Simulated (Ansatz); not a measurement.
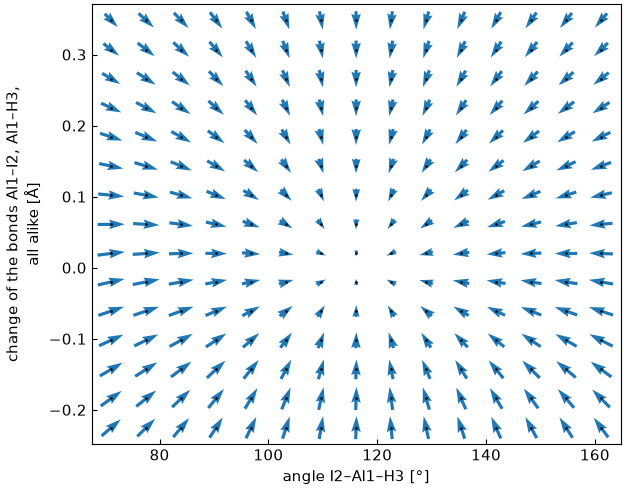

AlHI, SMILES [AlH][I], spin multiplicity 2. First axis: angle I2–Al1–H3. Second axis: change of the bonds Al1–I2, Al1–H3, all alike. Nothing is relaxed (all other coordinates rigid). Grid: 15 × 15 points. Points are written as (first, second). The calculation used UKS PBE0-D4/def2-TZVP (Ansatz).

Drawn: dots at the grid points, arrows along the force (downhill), their lengths compressed.

The arrows alone are given. Where is the energy lowest?

Answer. The arrows converge at about (116°, 0.000 Å) (read from the interpolated surface).

The energy map of the same scan:

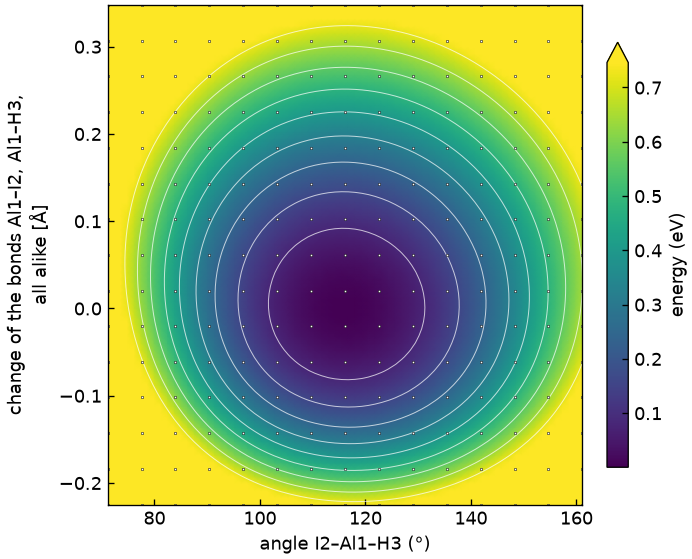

Energies are in eV, from the relaxed molecule at the same level; between grid points the surface is interpolated.
